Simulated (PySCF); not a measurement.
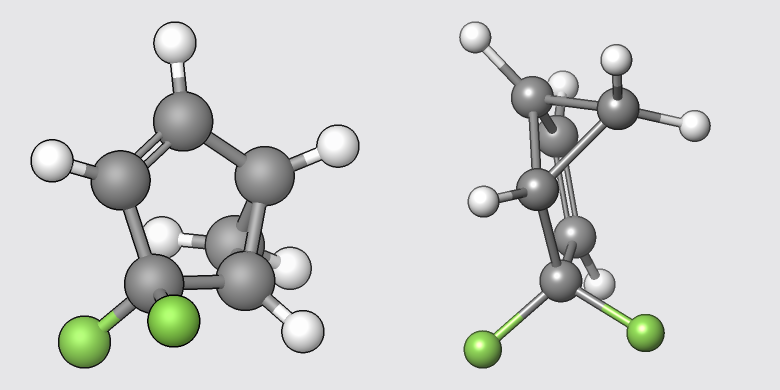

Both panels show the same species. Colours: fluorine green, carbon grey, hydrogen white.

Identify the structure.

Formula C6H6F2. As SMILES it reads `FC1(F)C=C[C@@H]2C[C@@H]21`. Independent rings (smallest set): 1 of 3 members, 1 of 5 members. Among its groups: alkene, C–F bond. This geometry has C1 symmetry. Coordination, clear cases only: 1 C tetrahedral; 2 C trigonal planar.

More results for the same structure follow; atom numbers are the same in all pictures, views and colours differ. Computed geometry: PBE0-D3(BJ)/def2-SVP optimisation. No frequency run is at hand to confirm it as a minimum.

Geometry

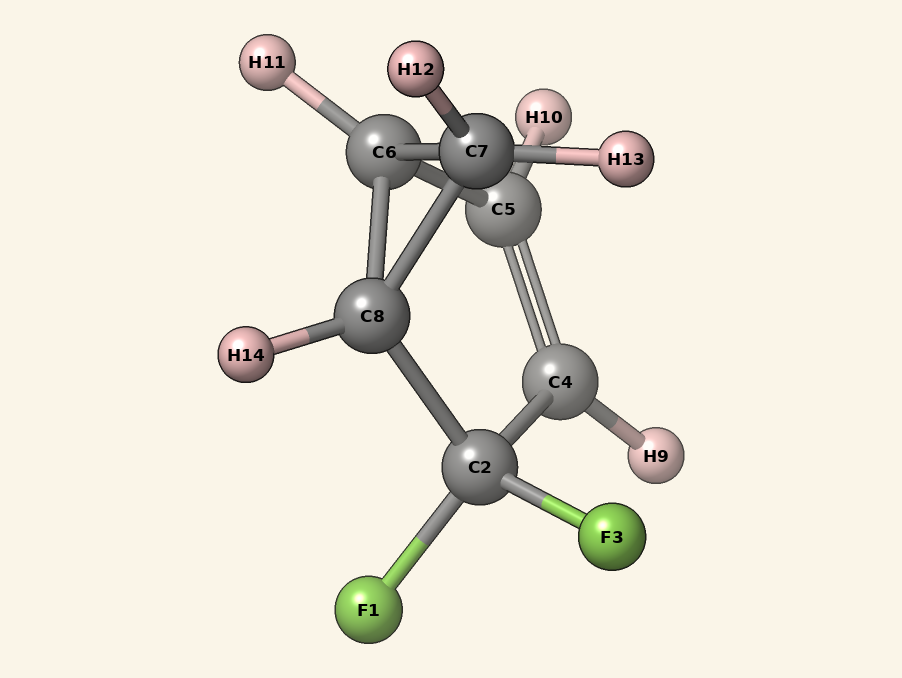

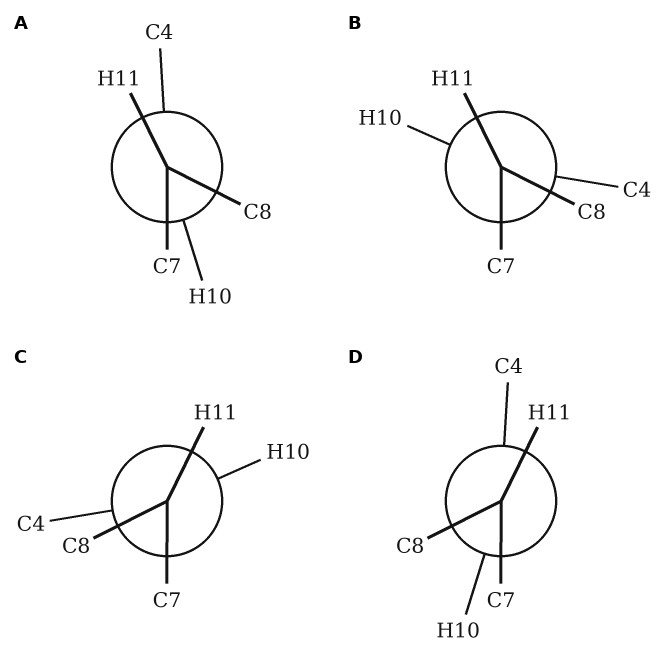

Distant atoms are faded towards the background colour. Bonds that would overlap in a projection are set slightly apart. No frequency run is at hand to confirm it as a minimum.

Which Newman projection shows the view along C6–C5, with C6 in front?

C. The torsion angle C7–C6–C5–C4 is 63°, synclinal (gauche).

Electronic properties

No frequency run is at hand to confirm it as a minimum. Properties computed with CAM-B3LYP/def2-SVPD, gas phase (PySCF 2.14.0). Excitations: vertical, linear response.

What is the mean static polarisability?

64.5 bohr³.

Estimate the HOMO energy (Kohn–Sham orbital).

−8.96 eV.

Estimate the LUMO energy (Kohn–Sham orbital).

0.56 eV.

Give the lowest vertical singlet excitation at this level.

6.31 eV.

Spin–spin coupling

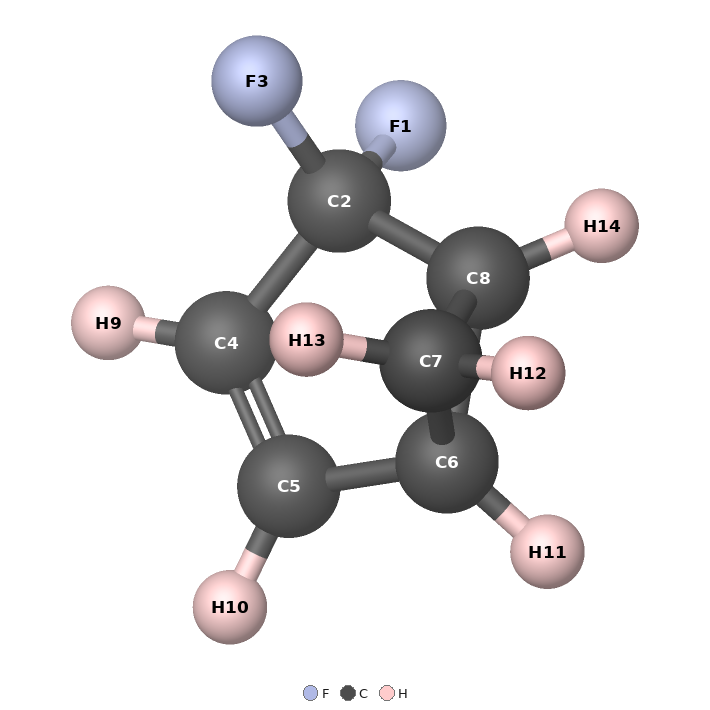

No frequency run is at hand to confirm it as a minimum. Properties computed with B3LYP/pcJ-1 indirect spin-spin coupling, non-relativistic, gas phase (PySCF 2.14.0). Isotopes: 13C, 19F, 1H.

Give the spin–spin coupling constants of these pairs, with the number of bonds between them: F1/C2, F1/C4, F1/C8, F1/H14, F1/H9, F3/H14.

```csv
pair,bonds apart,J (Hz)
"F1, C2",1,−299.6
"F1, C4",2,29.8
"F1, C8",2,35.8
"F1, H14",3,15.8
"F1, H9",3,1.7
"F3, H14",3,−1.1
```

Density functionals are unreliable for couplings to fluorine, so those rows may be far off.

Dipole moment

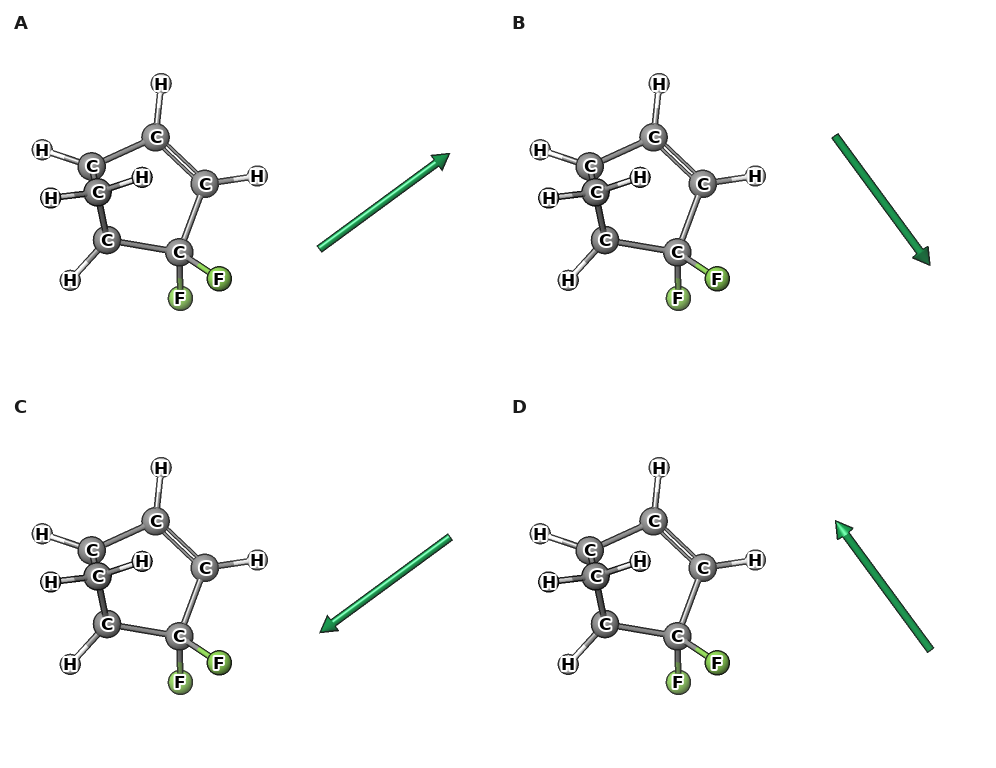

The same molecule four times, each with an arrow. No frequency run is at hand to confirm it as a minimum. Method: B3LYP/pcJ-1, gas phase (PySCF 2.14.0).

Which arrow points along the dipole moment, from the negative to the positive end?

D. The dipole moment is 2.78 D.
